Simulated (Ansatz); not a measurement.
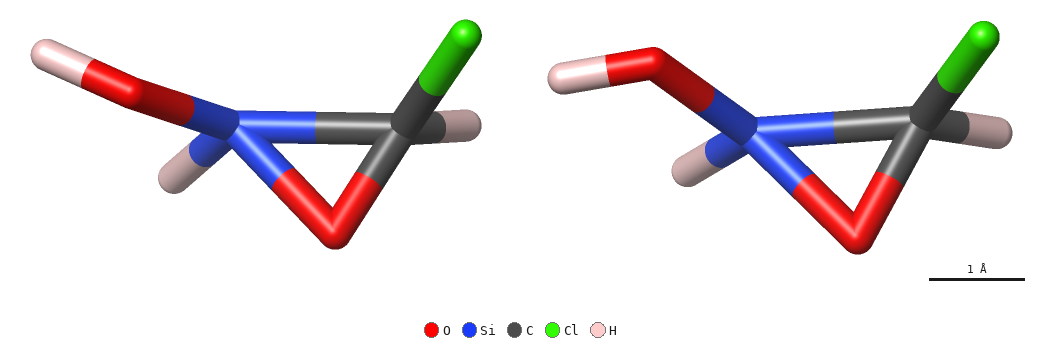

Two geometries of CH3ClO2Si, drawn at one scale. One is the start of a relaxation, the other its converged end. A stick model, seen from a free direction.

All numbers below come from Ansatz 0.2.0, RKS PBE0-D4/def2-SVP. Set-up: no spin polarisation; force threshold 0.015 eV/Å; at most 40 steps.

Question: Which geometry has the lower energy?

Answer: The right one is the relaxed one. The run prepares an end point of a later path (torsion) calculation, from a guessed geometry. Over 12 accepted moves (14 points after the start) the energy falls by 13.2 kcal/mol. Largest force component: 3.8 eV/Å at the start, 0.0069 eV/Å at the end. The line search rejected the trial steps at points 8, 11 of the run. The atom that moves furthest after the best rigid fit is an O atom (0.34 Å). By element the largest moves are O 0.34 Å, H 0.29 Å, C 0.08 Å, Si 0.08 Å, Cl 0.03 Å. Some distances before and after: C–O 1.343 → 1.438 Å, H–O 1.044 → 0.961 Å, O–Si 1.605 → 1.639 Å, C–Cl 1.805 → 1.773 Å. Bond angles that change, for instance: O–Si–O 108.9° → 119.3°, O–C–H 123.3° → 113.7°, Si–C–H 120.5° → 127.6°. Groups turn about O–Si by about 45°.
